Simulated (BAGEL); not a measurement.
**A workflow on C2H3BFN (SMILES FB1C=NC1)**

We compute a single-point energy (HF/6-31G*), then a single-point energy (NEVPT2(2,2)/6-31G*), then the energy (CASPT2(2,2)/6-31G*) of C2H3BFN. 

The calculation is run with BAGEL 1.2.2.

1 further run of the same task is left out (set aside as unsound or not needed).

**1. The system as given**

The species is C2H3BFN (8 atoms), meant as a singlet with charge 0. SMILES: `FB1C=NC1`. The C5–H7 distance was set to 2.076 Å, away from the relaxed value. At this shape a bond of the SMILES string is far longer than usual.

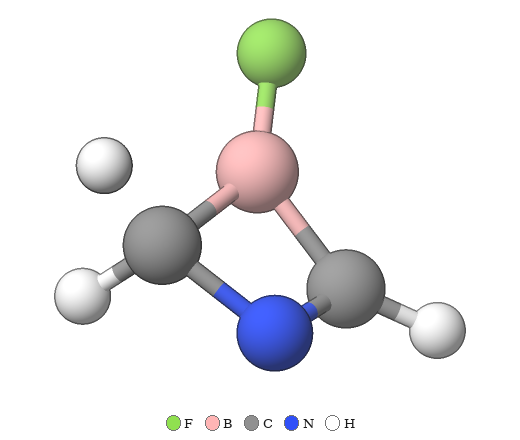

The structure, seen from a chosen angle (fluorine green, boron pink, carbon grey, nitrogen blue, hydrogen white).

**2. The energy at HF/6-31G(d) (density fitting with svp-jkfit, spherical functions) (run 1)**

Contents of hf.json:

```json
{ "bagel" : [

{
  "title" : "molecule",
  "basis" : "6-31gs.json",
  "df_basis" : "svp-jkfit",
  "angstrom" : false,
  "geometry" : [
    { "atom" : "F", "xyz" : [    -0.54750657,    -0.55633159,     4.48227352 ] },
    { "atom" : "B", "xyz" : [    -0.99593858,     0.77120101,     2.43721191 ] },
    { "atom" : "C", "xyz" : [    -0.34757355,     3.47974547,     1.51049022 ] },
    { "atom" : "N", "xyz" : [    -0.37610841,     2.72404399,    -0.80820374 ] },
    { "atom" : "C", "xyz" : [    -1.52052655,     0.13663098,    -0.43233721 ] },
    { "atom" : "H", "xyz" : [     0.29020902,     5.35510967,     2.05492031 ] },
    { "atom" : "H", "xyz" : [     0.48584859,    -2.70741062,    -2.24159313 ] },
    { "atom" : "H", "xyz" : [    -3.46675549,     0.11943447,    -1.10885916 ] }
  ]
},

{
  "title" : "hf"
},

{
  "title" : "print",
  "file" : "orbitals.molden",
  "orbitals" : true
}

]}
```

The basis set 6-31G* is read from a file made from the Basis Set Exchange's data (not shown).

Command:

```sh
$ BAGEL_NUM_THREADS=1 BAGEL hf.json > hf.out
```

Log:

```text
* using 1 threads per process

  ===============================================================
  ===============================================================

  *** Geometry ***

  { "atom" : "F", "xyz" : [     -0.547507,     -0.556332,      4.482274 ] },
  { "atom" : "B", "xyz" : [     -0.995939,      0.771201,      2.437212 ] },
  { "atom" : "C", "xyz" : [     -0.347574,      3.479745,      1.510490 ] },
  { "atom" : "N", "xyz" : [     -0.376108,      2.724044,     -0.808204 ] },
  { "atom" : "C", "xyz" : [     -1.520527,      0.136631,     -0.432337 ] },
  { "atom" : "H", "xyz" : [      0.290209,      5.355110,      2.054920 ] },
  { "atom" : "H", "xyz" : [      0.485849,     -2.707411,     -2.241593 ] },
  { "atom" : "H", "xyz" : [     -3.466755,      0.119434,     -1.108859 ] },

  Number of auxiliary basis functions:      433

  Since a DF basis is specified, we compute 2- and 3-index integrals:
    o Being stored without compression. Storage requirement is 0.020 GB

  Number of basis functions:       76
  Number of electrons      :       36

    * METHOD: MOLECULE                             0.19

  *** RHF ***

  === Nuclear Repulsion ===
   142.5397939686

      * DIIS with orbital gradients will be used.

  === RHF iteration (6-31gs.json) ===
      0       -255.68227006          0.02088189           0.04
      1       -255.81622868          0.01386144           0.04
      2       -255.88248575          0.00229815           0.04
      3       -255.88578557          0.00096126           0.04
      4       -255.88624158          0.00024347           0.04
      5       -255.88631392          0.00011986           0.04
      6       -255.88632664          0.00006080           0.04
      7       -255.88633143          0.00001734           0.04
      8       -255.88633188          0.00000684           0.04
      9       -255.88633194          0.00000349           0.04
     10       -255.88633195          0.00000139           0.04
     11       -255.88633195          0.00000081           0.04
     12       -255.88633195          0.00000038           0.04
     13       -255.88633195          0.00000018           0.04
     14       -255.88633195          0.00000008           0.04
     15       -255.88633195          0.00000004           0.04
     16       -255.88633195          0.00000002           0.04
     17       -255.88633195          0.00000001           0.04
    * SCF iteration converged.

    * Permanent dipole moment:
           (    0.538403,    -0.534915,    -0.646257) a.u.

    * METHOD: HF                                   0.88

    * METHOD: PRINT                                0.02

  ===============================================================
```

Wall time 1.2 s (1 thread of Arm Neoverse V1, shared host); peak memory 0.15 GiB.

**3. The energy at NEVPT2(2,2)/6-31G(d) (density fitting with svp-jkfit, spherical functions) (run 2)**

Contents of job.json:

```json
{ "bagel" : [

{
  "title" : "molecule",
  "basis" : "6-31gs.json",
  "df_basis" : "svp-jkfit",
  "angstrom" : false,
  "geometry" : [
    { "atom" : "F", "xyz" : [ -0.54750657, -0.55633159,  4.48227352 ] },
    { "atom" : "B", "xyz" : [ -0.99593858,  0.77120101,  2.43721191 ] },
    { "atom" : "C", "xyz" : [ -0.34757355,  3.47974547,  1.51049022 ] },
    { "atom" : "N", "xyz" : [ -0.37610841,  2.72404399, -0.80820374 ] },
    { "atom" : "C", "xyz" : [ -1.52052655,  0.13663098, -0.43233721 ] },
    { "atom" : "H", "xyz" : [  0.29020902,  5.35510967,  2.05492031 ] },
    { "atom" : "H", "xyz" : [  0.48584859, -2.70741062, -2.24159313 ] },
    { "atom" : "H", "xyz" : [ -3.46675549,  0.11943447, -1.10885916 ] }
  ]
},
{ "title" : "hf" },
{ "title" : "nevpt2", "nstate" : 1, "nact" : 2, "nclosed" : 17, "active" : [18, 19], "maxiter" : 200, "natocc" : true, "ncore" : 5 },
{ "title" : "print", "file" : "orbitals.molden", "orbitals" : true }

]}
```

The basis set 6-31G* is read from a file made from the Basis Set Exchange's data (not shown).

Command:

```sh
$ BAGEL_NUM_THREADS=1 BAGEL job.json > job.out
```

Log:

```text
* using 1 threads per process

  ===============================================================
  ===============================================================

  *** Geometry ***

  { "atom" : "F", "xyz" : [     -0.547507,     -0.556332,      4.482274 ] },
  { "atom" : "B", "xyz" : [     -0.995939,      0.771201,      2.437212 ] },
  { "atom" : "C", "xyz" : [     -0.347574,      3.479745,      1.510490 ] },
[... 4 lines of this table left out ...]
  { "atom" : "H", "xyz" : [     -3.466755,      0.119434,     -1.108859 ] },

  Number of auxiliary basis functions:      433

  Since a DF basis is specified, we compute 2- and 3-index integrals:
    o Being stored without compression. Storage requirement is 0.020 GB

[... 18 lines left out ...]
    * SCF iteration converged.
[... 1 line left out ...]
    * Permanent dipole moment:
[... 28 lines left out ...]
    * Second-order optimization converged. *

     guess   0:   closed 1.                   open ..

  === FCI iteration ===

      0  0      -255.88175871     8.54e-02      0.00
      1  0      -255.94474623     7.05e-03      0.00
      2  0 *    -255.94522214     3.82e-16      0.00

     * ci vector, state   0, <S^2> = 0.0000
       2.     0.9372565208
       .2    -0.3486405229

  === DF-NEVPT2 calculation ===

    * 3-index integral transformation done
    * assembly done

      NEVPT2 correlation energy:   -0.6275675312      0.16

          (+0)     -0.5745572163
          (+0)'    -0.0113243504
          (+1)     -0.0120677183
          (+1)'    -0.0000000000
          (+2)     -0.0003350567
          (-1)     -0.0281444692
          (-1)'     0.0000000000
          (-2)     -0.0011387203

      NEVPT2 total energy:       -256.5727896743

    * METHOD: NEVPT2                               2.83

    * METHOD: PRINT                                0.02

  ===============================================================
```

It took 4.2 s on 1 thread of Arm Neoverse V1, shared host; peak memory 0.15 GiB.

**4. A single-point energy at CASPT2(2,2)/6-31G(d) (density fitting with svp-jkfit, spherical functions) (run 3)**

Contents of input.json:

```json
{ "bagel": [

{
  "title": "molecule",
  "basis": "6-31gs.json",
  "df_basis": "svp-jkfit",
  "geometry": [
    { "atom": "F", "xyz": [ -0.54750657, -0.55633159,  4.48227352 ] },
    { "atom": "B", "xyz": [ -0.99593858,  0.77120101,  2.43721191 ] },
    { "atom": "C", "xyz": [ -0.34757355,  3.47974547,  1.51049022 ] },
    { "atom": "N", "xyz": [ -0.37610841,  2.72404399, -0.80820374 ] },
    { "atom": "C", "xyz": [ -1.52052655,  0.13663098, -0.43233721 ] },
    { "atom": "H", "xyz": [  0.29020902,  5.35510967,  2.05492031 ] },
    { "atom": "H", "xyz": [  0.48584859, -2.70741062, -2.24159313 ] },
    { "atom": "H", "xyz": [ -3.46675549,  0.11943447, -1.10885916 ] }
  ]
},
{ "title": "hf" },
{ "title": "casscf", "nstate": 1, "nact": 2, "nclosed": 17, "active": [18, 19], "maxiter": 200, "natocc": true },
{ "title": "print", "file": "orbitals.molden", "orbitals": true },
{ "title": "smith", "method": "caspt2", "ms": true, "xms": true, "sssr": true, "shift": 0.2, "shift_imag": true, "ncore": 5 }

]}
```

The basis set 6-31G* is read from a file made from the Basis Set Exchange's data (not shown).

Command:

```sh
$ BAGEL_NUM_THREADS=1 BAGEL input.json > input.out
```

Log:

```text
* using 1 threads per process

  ===============================================================
  ===============================================================

  *** Geometry ***

  { "atom" : "F", "xyz" : [     -0.547507,     -0.556332,      4.482274 ] },
  { "atom" : "B", "xyz" : [     -0.995939,      0.771201,      2.437212 ] },
  { "atom" : "C", "xyz" : [     -0.347574,      3.479745,      1.510490 ] },
[... 4 lines of this table left out ...]
  { "atom" : "H", "xyz" : [     -3.466755,      0.119434,     -1.108859 ] },

  Number of auxiliary basis functions:      433

  Since a DF basis is specified, we compute 2- and 3-index integrals:
    o Being stored without compression. Storage requirement is 0.020 GB

[... 18 lines left out ...]
    * SCF iteration converged.
[... 1 line left out ...]
    * Permanent dipole moment:
[... 27 lines left out ...]
    * Second-order optimization converged. *
[... 9 lines left out ...]
     * ci vector, state   0, <S^2> = 0.0000
[... 16 lines left out ...]
    * Zeroth order energy : state  0       -0.5841219647
[... 4 lines left out ...]
       #      aibj      arbs      arbi      airj      risj      airs      arst      rist         Etot      error   time
[... 2 lines left out ...]
       0  -0.57255  -0.00144  -0.02985  -0.01315  -0.00051  -0.01087  -0.00000  -0.00000   -0.6283708  0.0008285   0.09
       1  -0.57265  -0.00145  -0.02990  -0.01323  -0.00053  -0.01099  -0.00000  -0.00000   -0.6287567  0.0001112   0.08
       2  -0.57265  -0.00145  -0.02990  -0.01324  -0.00053  -0.01099  -0.00000  -0.00000   -0.6287642  0.0000187   0.08
       3  -0.57265  -0.00145  -0.02990  -0.01323  -0.00053  -0.01100  -0.00000  -0.00000   -0.6287644  0.0000031   0.09
       4  -0.57265  -0.00145  -0.02990  -0.01323  -0.00053  -0.01100   0.00000  -0.00000   -0.6287644  0.0000004   0.09

      ------------------------------------------------------------------------------------------------------------------

    * CASPT2 energy : state  0     -256.5772479190
        w/o shift correction       -256.5739865672
        reference weight              0.8303779178

    * METHOD: SMITH                                0.63

  ===============================================================
```

Run time: 4.5 s. Hardware: 1 thread of Arm Neoverse V1, shared host; peak memory 0.17 GiB.

**5. Outcome**

| quantity | value |
| --- | --- |
| run 1, HF/6-31G*: total energy | -255.88633 Eh |
| run 1, HF/6-31G*: dipole moment | 2.53 D |
| run 1, HF/6-31G*: HOMO energy | -9.59 eV |
| run 1, HF/6-31G*: LUMO energy | 1.52 eV |
| run 1, HF/6-31G*: HOMO–LUMO gap | 11.11 eV |
| run 2, NEVPT2(2,2)/6-31G*: total energy | -256.57279 Eh |
| run 3, CASPT2(2,2)/6-31G*: total energy | -256.57725 Eh |
